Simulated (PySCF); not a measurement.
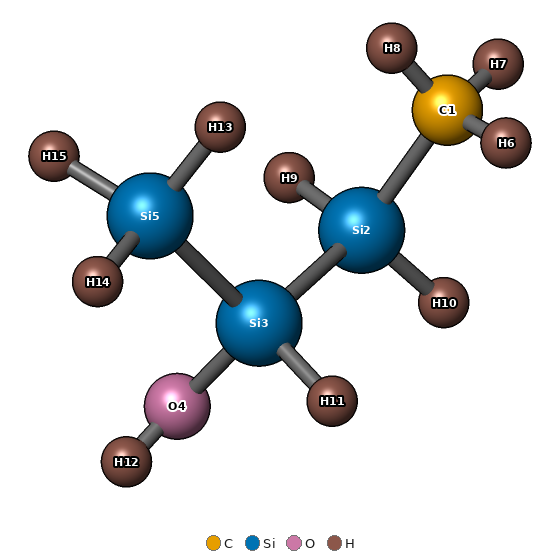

The molecule: CH₁₀OSi₃, SMILES C[SiH2][Si@H](O)[SiH3].

GIAO shifts, PBE0/pcSseg-1, PySCF, at a GFN2-xTB geometry (no frequency check), against TMS for ¹³C, TMS for ²⁹Si and TMS for ¹H computed at the same level. Gas phase, fully decoupled, line heights follow the number of nuclei, widths are arbitrary (no quadrupolar broadening); values of one conformer, averaged over methyl-type rotors and exact or near symmetry; other conformers aren't averaged in. Protons on N, O or S are those of the isolated molecule, without hydrogen bonds to neighbours or exchange.

Q: Predict the ¹³C spectrum.

A: 1 signal.


```csv
δ (ppm),nuclei,atoms
−10.4,1,C1
```

Q: How many ²⁹Si lines appear, and where?

A: 3 signals.


| δ (ppm) | nuclei | atoms |
| --- | --- | --- |
| −10.6 | 1 | Si3 |
| −74.7 | 1 | Si2 |
| −121.2 | 1 | Si5 |

Q: Which ¹H signals does it give?

A: 6 signals.


| δ (ppm) | nuclei | atoms |
| --- | --- | --- |
| 6.21 | 1 | H11 |
| 4.26 | 1 | H10 |
| 4.19 | 1 | H9 |
| 3.41 | 3 | H13, H14, H15 |
| −0.03 | 3 | H6, H7, H8 |
| −0.11 | 1 | H12 |

The order of signals that lie close, as those under 0.08 ppm apart, is within the error of the method.

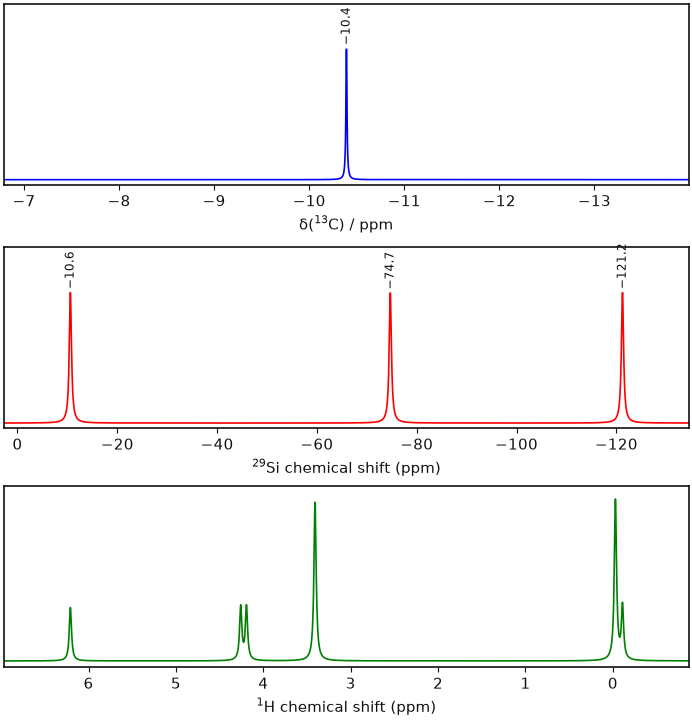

Note: the tight-binding geometry is rougher than a DFT one and adds to the error.
